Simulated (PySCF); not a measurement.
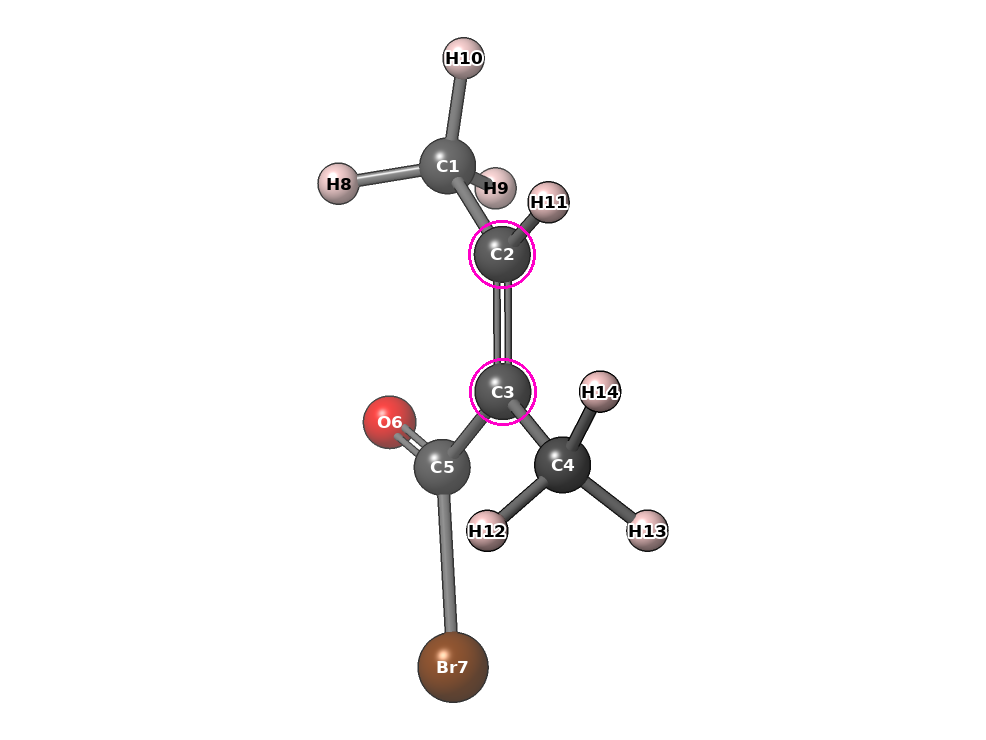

Distant atoms are faded towards the background colour. Circles mark the stereogenic atoms. The computed structure is the end point of a PBE0-D3(BJ)/def2-SVP optimisation. No frequency run is at hand to confirm it as a minimum.

Question: Assign CIP descriptors.

Answer: C2=C3: Z.

Question: Give a SMILES with the stereochemistry.

Answer: C/C=C(/C)C(=O)Br
